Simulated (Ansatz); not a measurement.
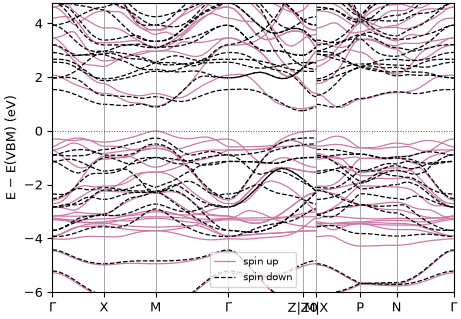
*Band structure from r²SCAN+D4 (plane waves, PAW; program Ansatz)*

The gap is 0.75 eV; an edge lies off the plotted path or next to a special point (maximum at M, minimum on the Γ–Z line, 98 % of the way from Γ).

The material is MnTl2SnTe4 in space group I-42m (No. 121; Mn on 2b, Tl on 4c, Sn on 2a, Te on 8i).

The workflow started from a Materials Project entry (that database holds measured and hypothetical structures alike); the Crystallography Open Database files this formula in space group No. 121, but the cells were not matched. Whether it is the stable phase at ambient conditions was not checked. The cell was relaxed with r²SCAN+D4 under the symmetry of its start; its stability against distortions is not shown here. Magnetic state: ferromagnetic, the only order run, not a proven ground state. The cell computed holds one magnetic atom, so no antiferromagnetic order was within reach. Other orbital occupations within this spin state were not tried. No Hubbard U is applied. Spin–orbit coupling is left out wherever it is not named.

Potentials: the later of the program's two PAW sets.
